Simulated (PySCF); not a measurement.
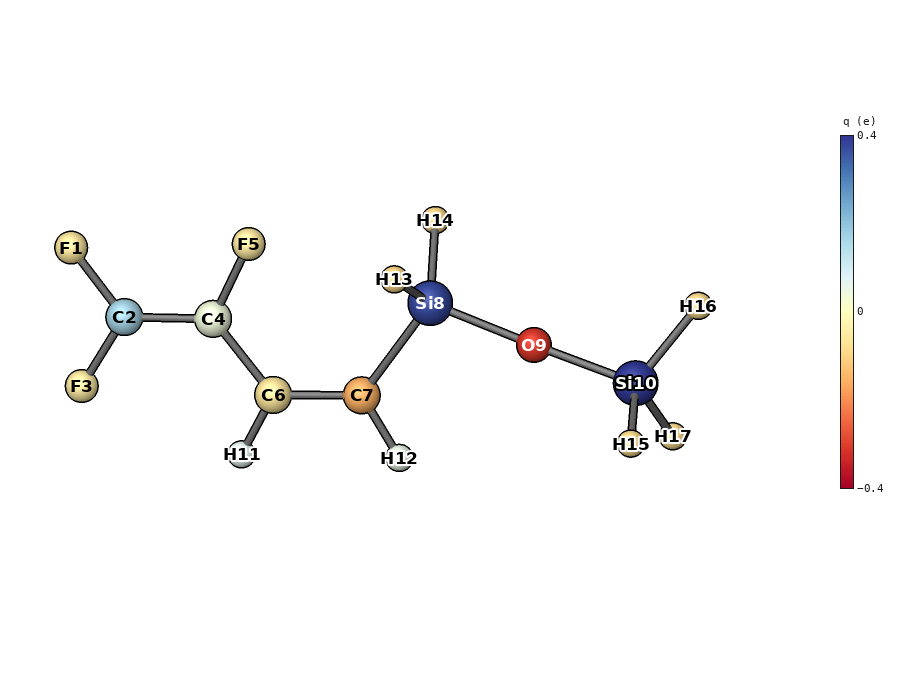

Atoms are coloured by their Hirshfeld charges. The computed structure is the end point of a PBE0-D3(BJ)/def2-SVP optimisation. No frequency run is at hand to confirm it as a minimum. Level of theory: PBE0/pcSseg-1 in acetonitrile (IEF-PCM) (PySCF 2.14.0).

List the Hirshfeld charges.

```csv
atom,value (e)
F1,−0.05
C2,0.17
F3,−0.04
C4,0.04
F5,−0.05
C6,−0.06
C7,−0.15
Si8,0.37
O9,−0.31
Si10,0.39
H11,0.06
H12,0.05
H13,−0.09
H14,−0.09
H15,−0.08
H16,−0.08
H17,−0.08
```
